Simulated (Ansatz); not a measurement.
# TiZnSe3 (model cell, started as cubic perovskite with Ti in the octahedra): from the cell to its phonons, part 2 of 2

Aim: the vibrations of TiZnSe3 (model cell, started as cubic perovskite with Ti in the octahedra), their spectra, and whether the structure is stable.

Ansatz 0.2.0; DFT PBE, scalar-relativistic, plane waves, PAW; PAW set soft_1.

So far. Step 3 (Tight relaxation): The forces vanish by symmetry and the pressure is -0.004 GPa, within the tolerances set. The cell now holds 24.35 Å³/atom. The relaxed cell has a = 4.956 Å (conventional setting).

The structure was built from a prototype and need not be the compound's stable phase.

### 4. Modes at Γ

The zone centre comes first: it holds the modes that light can see, as far as symmetry allows. No field response is asked, since the mesh shows no gap.

File input.yaml:

```yaml
crystal:
  lattice:
    - [4.9563954824, 0.0, 0.0]
    - [0.0, 4.9563954824, 0.0]
    - [0.0, 0.0, 4.9563954824]
  atoms:
    - { symbol: Zn, position: [0.0, 0.0, 0.0] }
    - { symbol: Ti, position: [0.5, 0.5, 0.5] }
    - { symbol: Se, position: [0.5, 0.5, 0.0] }
    - { symbol: Se, position: [0.5, 0.0, 0.5] }
    - { symbol: Se, position: [0.0, 0.5, 0.5] }
kpoints:
  mp_grid: { grid: [8, 8, 8] }
hamiltonian:
  xc: pbe
  pseudopotentials: { kind: paw, azcp: { folder: soft_1 } }
scf:
  occupations: { method: methfessel_paxton, width: 0.2 }
output:
  eigenvalues: true
phonons:
  method: dfpt
```

Command:

```
> ansatz run input.yaml --threads 4 --pin off --max-ram 16384MiB --backend cpu --events-out ev --progress --plain --runs-dir out
```

Numbers of over 12 decimals in the logs are rounded to 6 here.

The program printed:

```text
zone centre: on kpoints.mp_grid the ground state, and the responses unless they are solved on pairs of k-points, stand on 125 of the mesh's 512 k-points, reduced under 8 symmetry operations, with k and −k counted as one. Each operation leaves every solved displacement unchanged or reverses it
[...]
Crystal: 5 atoms, lattice volume = 121.758 Å³
Basis set: ecut = 420 eV, 2373 PW (Γ), exchange–correlation on 72×72×72 points (8 copies of the dense FFT grid, shifted against one another)
Bands: 44, of which v1, the nominal top of the filled ones, is band 36 counted from 1 (35 counted from 0)
Symmetry: 48 space group operations
k-points: 125 of 512 (irreducible under 8 space group operations)
[...]
SCF iter   1: F=—  HF=-22231.935849 eV  |F-HF|=—  |Δ(HF+E_count)|=         —  Δρ=1.76e-1  dr2=7.24e1  ethr=3.10e-3  ⟨swp⟩=6.0  Hψ=19416  notcnv=0
[...]
SCF iter  13: F=-22227.140831 eV  HF=-22227.140831 eV  |F-HF|=0.00e0  |Δ(HF+E_count)|=  7.28e-12  S|Δr|=    0.00e0  Δρ=2.53e-8  dr2=9.39e-13  ethr=1.00e-12  ⟨swp⟩=10.6  Hψ=26417  notcnv=0
SCF 1 converged in 13 iterations: F = -22227.140831 eV  dr2 = 9.39e-13
[...]
DFPT response loops at Γ: preconditioner auto → Kerker (q_TF=auto, 2.500 Å⁻¹) (partly filled bands, converged f_vac=0.022); β = 1.00, the filter's whole step (`scf.mixing.beta` (0.50) is not read by the response loops under this deck's `scf.mixing.preconditioner`; to damp them name `kerker` or `kerker_dos`, under which they read `scf.mixing.beta`, and type it under 1.00, their step now; both keys bind the ground state too); Broyden in place of MSR1
SCF converged after 13 iterations
[...]
Free energy (F): -22227.140831 eV
[...]
Internal energy: -22227.149335 eV  (E = F + TS)
E sigma→0 (E₀):  -22227.142957 eV
Entropy (-TS):   0.008504 eV (1.701 meV/atom)
Fermi energy:    6.944286 eV
[...]
--- Band table (eV; the first three rows and the last of 125) ---
  k-point 0: bands = [... 32 lower, 6.2209, 6.2209, 6.8977, 6.8977, 6.8977, 7.1940, 7.1940, 7.1940, ... 4 higher]
  k-point 1: bands = [... 32 lower, 5.9228, 6.1428, 6.6703, 6.7259, 6.7259, 7.1982, 7.6822, 7.6822, ... 4 higher]
  k-point 2: bands = [... 32 lower, 5.3499, 5.9681, 6.7213, 6.7213, 6.9674, 7.2086, 8.2763, 8.2763, ... 4 higher]
  k-point 124: bands = [... 32 lower, 3.7473, 5.2714, 7.7060, 7.7060, 7.7060, 8.7582, 8.7582, 8.7582, ... 4 higher]
--- Phonons (Γ-DFPT): 4 representative perturbations + reference, on 125 of 512 k-points (Σ response iterations 13) ---
  k mesh reduced under 8 symmetry operations, with k and −k counted as one. Each operation leaves every solved displacement unchanged or reverses it
  ASR residual: 2.209e-5 → 0.000e0 eV/Å²; symmetrization residual: 1.684e-5 eV/Å²
  ASR residual per site (eV/Å²): 2.28e-6 1.90e-5 2.21e-5 2.21e-5 2.21e-5
  Γ frequencies (cm⁻¹): -143.82 -143.82 -143.82 -76.84 -76.84 -76.84 -60.41 -60.41 -60.41 0.00 0.00 0.00 194.58 194.58 194.58
  non-analytic LO–TO correction: not included (Born effective charges unavailable; polar crystals: no LO–TO splitting at Γ)
```

Run time: 1.8 min. Hardware: 4 threads of Arm Neoverse V1, shared host; peak memory 2.4 GiB.

In the SCF lines HF is the Harris–Foulkes energy and dr2 the Hartree energy of the density residual, in eV; the loop may stop once dr2 is under the threshold and the program's other checks hold. Hψ counts applications of the Hamiltonian.

This step gave:

```yaml
sum_rule_residual_before_enforcement: 2.21e-5 eV/Å²
point_group: m-3m
highest_optical_mode_at_the_zone_centre_no_lo_to_term: 194.6 cm⁻¹
lowest_optical_zone_centre_mode: -143.8 cm⁻¹
```

Patterns of degenerate modes are one choice out of their space. The modes at Γ (shares of kinetic energy by element, %) (negative means imaginary):

| mode | frequency (cm⁻¹) | symmetry | Zn % | Ti % | Se % |
| --- | --- | --- | --- | --- | --- |
| 1 | -143.8 | T1u | 5 | 62 | 33 |
| 2 | -143.8 | T1u | 5 | 62 | 33 |
| 3 | -143.8 | T1u | 5 | 62 | 33 |
| 4 | -76.8 | T2u | 0 | 0 | 100 |
| 5 | -76.8 | T2u | 0 | 0 | 100 |
| 6 | -76.8 | T2u | 0 | 0 | 100 |
| 7 | -60.4 | T1u | 76 | 14 | 10 |
| 8 | -60.4 | T1u | 76 | 14 | 10 |
| 9 | -60.4 | T1u | 76 | 14 | 10 |
| 10 | 0.0 | acoustic | 19 | 14 | 68 |
| 11 | 0.0 | acoustic | 19 | 14 | 68 |
| 12 | 0.0 | acoustic | 19 | 14 | 68 |
| 13 | 194.6 | T1u | 0 | 11 | 89 |
| 14 | 194.6 | T1u | 0 | 11 | 89 |
| 15 | 194.6 | T1u | 0 | 11 | 89 |

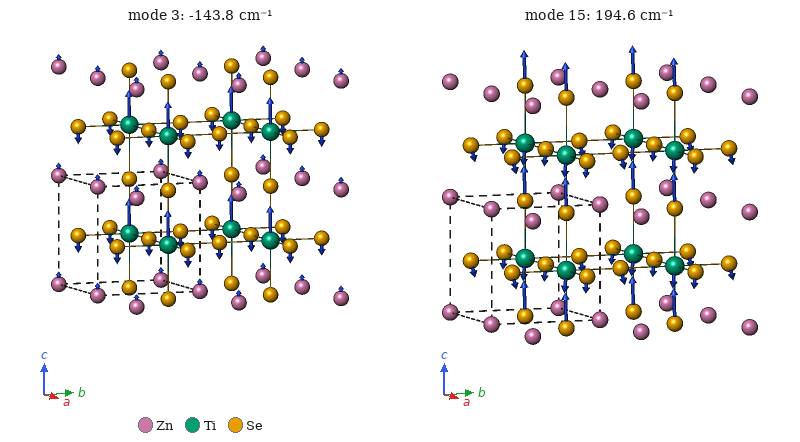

Displacement patterns of modes 3 and 15 at Γ; arrows are exaggerated. 2×2×2 cells are drawn. Some periodic images of atoms are drawn too.

Before it was imposed, the acoustic sum rule was missed by 2.2e-5 eV/Å². Small misses are needed for a sound result but don't prove that mesh and cutoff are converged. The lowest optical mode is imaginary, 143.8i cm⁻¹, so the energy falls along it.

### 5. The dispersion

Stability and thermal properties need the whole zone. Linear response on a 2×2×2 q mesh gives force constants as far as a supercell of that size would.

input.yaml, as its differences from that of step 4:

```diff
@@ -22 +22,8 @@
   method: dfpt
+  qmesh: [2, 2, 2]
+  temperatures: { t_max: 1000, t_step: 50 }
+  qpath:
+    path:
+      - [[0.0, 0.0, 0.0], [0.0, 0.5, 0.0], [0.5, 0.5, 0.0], [0.0, 0.0, 0.0], [0.5, 0.5, 0.5], [0.0, 0.5, 0.0]]
+      - [[0.5, 0.5, 0.5], [0.5, 0.5, 0.0]]
+    npoints: 10
```

The program printed:

```text
[...]
Crystal: 5 atoms, lattice volume = 121.758 Å³
Basis set: ecut = 420 eV, 2373 PW (Γ), exchange–correlation on 72×72×72 points (8 copies of the dense FFT grid, shifted against one another)
Bands: 44, of which v1, the nominal top of the filled ones, is band 36 counted from 1 (35 counted from 0)
Symmetry: 48 space group operations
k-points: 35 of 512
[...]
SCF iter   1: F=—  HF=-22231.935844 eV  |F-HF|=—  |Δ(HF+E_count)|=         —  Δρ=1.76e-1  dr2=7.24e1  ethr=3.10e-3  ⟨swp⟩=5.9  Hψ=5405  notcnv=0
[...]
SCF iter  13: F=-22227.140831 eV  HF=-22227.140831 eV  |F-HF|=0.00e0  |Δ(HF+E_count)|=  3.64e-12  S|Δr|=    0.00e0  Δρ=2.53e-8  dr2=9.39e-13  ethr=1.00e-12  ⟨swp⟩=10.5  Hψ=7377  notcnv=0
SCF 1 converged in 13 iterations: F = -22227.140831 eV  dr2 = 9.39e-13
[...]
SCF iter   1: F=—  HF=-22227.140833 eV  |F-HF|=—  |Δ(HF+E_count)|=         —  Δρ=2.98e-7  dr2=1.69e-10  ethr=8.78e-8  ⟨swp⟩=3.0  Hψ=9462  notcnv=0
eigensolver tolerance schedule: the retry pair's looser diagonalisation over-reported the residual by 374626.69 of it (diagonalisation noise at an unbounded share of the residual, at the tolerance the schedule requests for it); recorded, not acted on — ethr = c·dr2/N_el stays at c = 1.0e-1
[...]
SCF iter   2: F=—  HF=-22227.140831 eV  |F-HF|=—  |Δ(HF+E_count)|=   1.53e-6  S|Δr|=    0.00e0  Δρ=4.26e-7  dr2=2.15e-10  ethr=1.00e-12  ⟨swp⟩=3.2  Hψ=3933  notcnv=0
[...]
SCF iter   5: F=-22227.140831 eV  HF=-22227.140831 eV  |F-HF|=1.09e-11  |Δ(HF+E_count)|=  7.28e-12  S|Δr|=    0.00e0  Δρ=7.04e-8  dr2=9.39e-12  ethr=1.00e-12  ⟨swp⟩=2.1  Hψ=3588  notcnv=0
SCF 2 converged in 5 iterations: F = -22227.140831 eV  dr2 = 9.39e-12
[...]
phonons: the bands overlap, so this run is a metal and interpolates without the dipole-dipole term. If the crystal is really an insulator or semiconductor, its LO-TO splitting is missing
NSCF: frozen V_eff on 35 k-points
[...]
DFPT response loops at q = (0, 0, 0) (fractional): preconditioner auto → Kerker (q_TF=auto, 2.500 Å⁻¹) (partly filled bands, converged f_vac=0.022); β = 1.00, the filter's whole step (`scf.mixing.beta` (0.50) is not read by the response loops under this deck's `scf.mixing.preconditioner`; to damp them name `kerker` or `kerker_dos`, under which they read `scf.mixing.beta`, and type it under 1.00, their step now; both keys bind the ground state too); Broyden in place of MSR1
[...]
SCF converged after 13 iterations
[...]
Free energy (F): -22227.140831 eV
[...]
Internal energy: -22227.149335 eV  (E = F + TS)
E sigma→0 (E₀):  -22227.142957 eV
Entropy (-TS):   0.008504 eV (1.701 meV/atom)
Fermi energy:    6.944286 eV
[...]
--- Band table (eV; the first three rows and the last of 35) ---
  k-point 0: bands = [... 32 lower, 6.2209, 6.2209, 6.8977, 6.8977, 6.8977, 7.1940, 7.1940, 7.1940, ... 4 higher]
  k-point 1: bands = [... 32 lower, 5.9228, 6.1428, 6.6703, 6.7259, 6.7259, 7.1982, 7.6822, 7.6822, ... 4 higher]
  k-point 2: bands = [... 32 lower, 5.3499, 5.9681, 6.7213, 6.7213, 6.9674, 7.2086, 8.2763, 8.2763, ... 4 higher]
  k-point 34: bands = [... 32 lower, 3.7473, 5.2714, 7.7060, 7.7060, 7.7060, 8.7582, 8.7582, 8.7582, ... 4 higher]
--- Phonons (Γ-DFPT): 4 representative perturbations + reference (Σ response iterations 13) ---
  ASR residual: 2.326e-5 → 0.000e0 eV/Å²; symmetrization residual: 1.623e-5 eV/Å²
  ASR residual per site (eV/Å²): 4.73e-6 1.45e-5 2.33e-5 2.33e-5 2.33e-5
[...]
--- Phonons (arbitrary-q DFPT): 4 irreducible q on the 2×2×2 mesh ---
  q = [0.0000, 0.0000, 0.0000] (star 1, of the zone-centre solve; hermiticity 4.23e-6, symmetrization 5.53e-12): -143.82 -143.82 -143.82 -76.84 -76.84 -76.84 -60.41 -60.41 -60.41 0.00 0.00 0.00 194.58 194.58 194.58
  q = [0.0000, 0.0000, -0.5000] (star 3, 9 solved perturbations in 975 linear systems a pass and spin channel, the states on 125 of 512 k-point pairs; hermiticity 2.19e-6, symmetrization 5.07e-12): -105.39 -105.39 -84.93 -64.97 -64.97 -57.70 -35.39 -35.39 -14.20 42.49 42.49 204.43 204.43 205.10 213.71
[...]
sum rule: each row above includes the acoustic sum rule's correction from the zone centre's row sums; it moved no ω² by more than (0.29 cm⁻¹)²
  mesh force constants: q→R imaginary residual 3.55e-18; ASR residual 2.326e-5 → 0.000e0 eV/Å²; symmetrization residual 1.243e-14 eV/Å²
  interpolated dispersion: 62 rows × 15 modes
  density of states and harmonic sums: on the 14×14×14 q-mesh, interpolated from the force constants of a 2×2×2 supercell (no non-analytic term)
  largest difference from the sums on the solved wave vectors: F 2.56e-1 eV, S 3.54e-4 and C_V 1.01e-4 eV/K
  zero-point energy: 0.068135 eV/cell   skipped modes (ω ≤ 0): 870, of them read as no rigid motion or as one in doubt: 867 (7.101e0 modes/cell left out, lowest -143.82 cm⁻¹)   left out of the sums: 4.73e-1 of the cell's modes: C_V's classical limit lies that fraction below 3 k_B per atom; for a crystal, a wire or a layer, F and S can be off by more, and a phonons.interpolated_qmesh denser along its periods is the remedy for the sampling
```

The job ended after 8.1 min (4 threads; peak memory 1.9 GiB).

This step gave:

```
sum-rule residual before enforcement                    : 2.33e-5 eV/Å²
lowest frequency on the path                            : -143.8 cm⁻¹
highest frequency on the path or at a solved wavevector : 251.7 cm⁻¹
lowest mode on the q mesh (acoustic modes at Γ apart)   : -143.8 cm⁻¹
```

Frequencies (cm⁻¹) solved at each irreducible wavevector; negative means imaginary. Frequencies by wavevector, by row:

| q in reciprocal lattice units | star | mode 1 | mode 2 | mode 3 | mode 4 | mode 13 | mode 14 | mode 15 |
| --- | --- | --- | --- | --- | --- | --- | --- | --- |
| 0 0 0 | 1 | -143.8 | -143.8 | -143.8 | -76.8 | 194.6 | 194.6 | 194.6 |
| 0 0 -0.5 | 3 | -105.4 | -105.4 | -84.9 | -65 | 204.4 | 205.1 | 213.7 |
| 0 -0.5 -0.5 | 3 | -108 | -80.5 | -80.5 | -67.5 | 196.2 | 222.2 | 232.1 |
| -0.5 -0.5 -0.5 | 1 | -113.6 | -113.6 | -113.6 | -60.9 | 198.4 | 198.4 | 251.7 |

Interpolated from a 2×2×2 q mesh. Phonon branches along the path, in cm⁻¹:

| point | branch 1 | branch 2 | branch 3 | branch 4 | branch 12 | branch 13 | branch 14 | branch 15 |
| --- | --- | --- | --- | --- | --- | --- | --- | --- |
| Γ | -144 | -144 | -144 | -77 | 0 | 195 | 195 | 195 |
| X | -105 | -105 | -85 | -65 | 204 | 204 | 205 | 214 |
| M | -108 | -80 | -80 | -68 | 196 | 196 | 222 | 232 |
| Γ | -144 | -144 | -144 | -77 | 0 | 195 | 195 | 195 |
| R | -114 | -114 | -114 | -61 | 186 | 198 | 198 | 252 |
| X | -105 | -105 | -85 | -65 | 204 | 204 | 205 | 214 |
| jump to R | -114 | -114 | -114 | -61 | 186 | 198 | 198 | 252 |
| M | -108 | -80 | -80 | -68 | 196 | 196 | 222 | 232 |

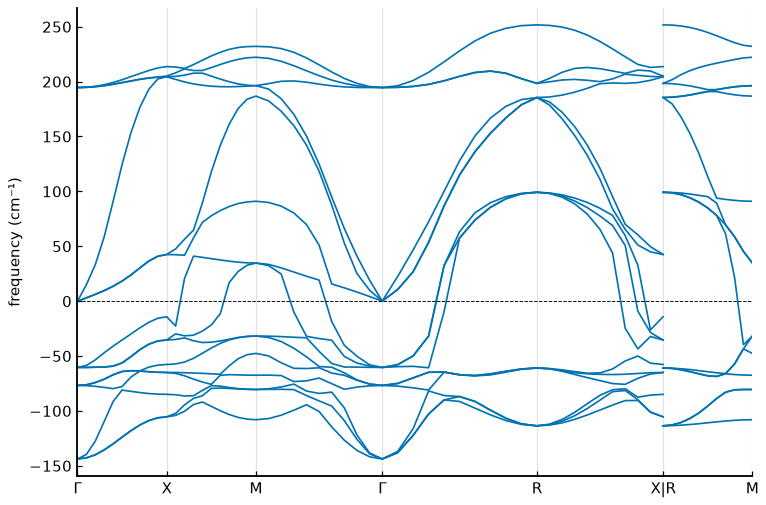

Phonon branches along the path.

The phonon density of states has structure finer than the step of the table below, so its rows give means over 25 cm⁻¹, whole bins alone (the curve runs from -142 to 252 cm⁻¹). Peaks (cm⁻¹: height): -82.5: 0.152, -67.5: 0.211, 87.5: 0.0493, 202.5: 0.159.

Tetrahedra on a 14×14×14 mesh, mean over bins of 5 cm-1. Interpolated from a 2×2×2 q mesh. The phonon density of states by wavenumber; means over each step:

| wavenumber (cm⁻¹) | phonon density of states (1/cm⁻¹/cell) |
| --- | --- |
| -125 | 0.00717 |
| -100 | 0.0653 |
| -75 | 0.130 |
| -50 | 0.0576 |
| -25 | 0.0190 |
| 0 | 0.00987 |
| 25 | 0.0219 |
| 50 | 0.0398 |
| 75 | 0.0418 |
| 100 | 0.0249 |
| 125 | 0.0116 |
| 150 | 0.0147 |
| 175 | 0.0217 |
| 200 | 0.0895 |
| 225 | 0.0376 |

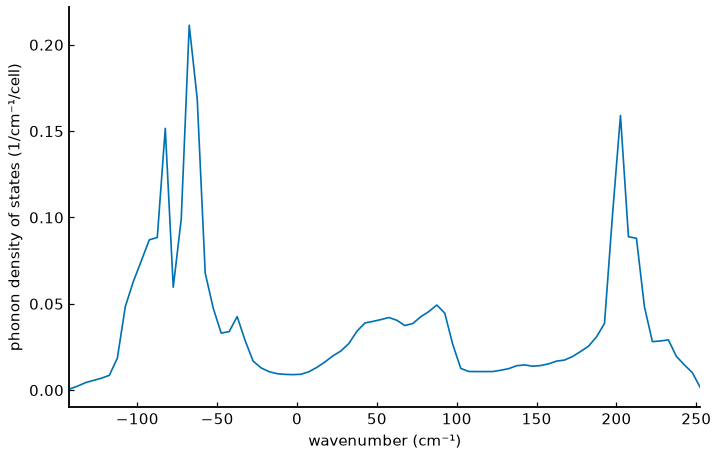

Phonon density of states, plotted against wavenumber.

The partial phonon density of states has structure finer than the step of the table below, so its rows give means over 20 cm⁻¹, whole bins alone (the curve runs from -154 to 269 cm⁻¹). Peaks (cm⁻¹: height): Se -84.7: 0.0916, -34.3: 0.0277, 53.4: 0.0374, 82.6: 0.0524, 202.2: 0.0877; Ti -95.4: 0.00839, 80.0: 0.0306, 130.5: 0.0260, 202.2: 0.0497; Zn -66.1: 0.163.

Phonopy on the run's constants, 11x11x11 mesh, Gaussian sigma 3.0 cm-1. Interpolated from a 2×2×2 q mesh. The partial phonon density of states by wavenumber; means over each step; values in 1/cm⁻¹/cell:

| wavenumber (cm⁻¹) | Se | Ti | Zn |
| --- | --- | --- | --- |
| -140 | 7.3e-4 | 0.00118 | 1.2e-4 |
| -120 | 0.00734 | 0.00437 | 6.9e-4 |
| -100 | 0.0539 | 0.00703 | 0.00369 |
| -80 | 0.0605 | 0.00491 | 0.0412 |
| -60 | 0.0318 | 0.00406 | 0.0833 |
| -40 | 0.0211 | 0.00396 | 0.0117 |
| -20 | 0.00871 | 0.00331 | 0.00188 |
| 0 | 0.00294 | 0.00132 | 3.4e-4 |
| 20 | 0.0137 | 0.00270 | 0.00152 |
| 40 | 0.0290 | 0.00307 | 0.00192 |
| 60 | 0.0297 | 0.00134 | 0.00121 |
| 80 | 0.0445 | 0.0162 | 0.00126 |
| 100 | 0.0116 | 3.2e-4 | 1.4e-4 |
| 120 | 0.00394 | 0.00884 | 2.4e-4 |
| 140 | 0.00335 | 0.0107 | 2.6e-4 |
| 160 | 0.00522 | 0.0101 | 1.9e-4 |
| 180 | 0.00707 | 0.0168 | 1.9e-4 |
| 200 | 0.0617 | 0.0361 | 2.8e-4 |
| 220 | 0.0364 | 0.0117 | 1.5e-5 |
| 240 | 0.0160 | 0.00189 | 5.4e-6 |

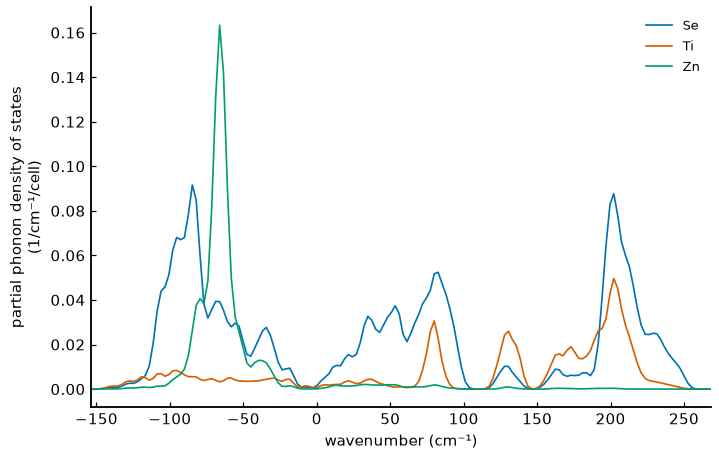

Partial phonon density of states, plotted against wavenumber.

Symmetry leaves 4 wavevectors to solve. The lowest mode among them, the acoustic zeros apart, lies at Γ and is imaginary, 143.8i cm⁻¹, so the energy falls along it.

### 6. Summary of results

```
space group after relaxation (within 0.01 Å)            : Pm-3m
volume per atom                                         : 24.4 Å³
electronic character                                    : no gap on this mesh
highest optical mode at the zone centre (no LO-TO term) : 195 cm⁻¹
lowest optical zone-centre mode                         : -144 cm⁻¹
lowest mode on the q mesh (acoustic modes at Γ apart)   : -144 cm⁻¹
highest frequency on the path or at a solved wavevector : 252 cm⁻¹
imaginary modes on the 2×2×2 q mesh                     : yes
```

Modes are clearly imaginary (beyond 10i cm⁻¹) at 4 of the 4 irreducible wavevectors, most at Γ (143.8i cm⁻¹), so this structure is not a minimum of the energy. The optical modes at Γ span -144 to 195 cm⁻¹ (negative means imaginary). The highest mode in this list at Γ, 194.6 cm⁻¹, is mostly motion of Se (89 % of the kinetic energy). With no gap, or one that is small against the smearing, the frequencies hang on the k mesh and the smearing, most of all near Kohn anomalies. The starting cell was built on a prototype and not taken from a measurement, so the phase need not exist. These are harmonic frequencies at zero temperature: anharmonic shifts, linewidths and thermal expansion are left out.

[Logs are printed without paths, hosts, clocks, repeated set-up lines and the standing remarks that a program may print on its own settings, such as how far it seeks lower states.]

[Hosts, paths, dates, database ids (printed as entryN), source tags and the programs' standing remarks are cut or masked in the printed files.]
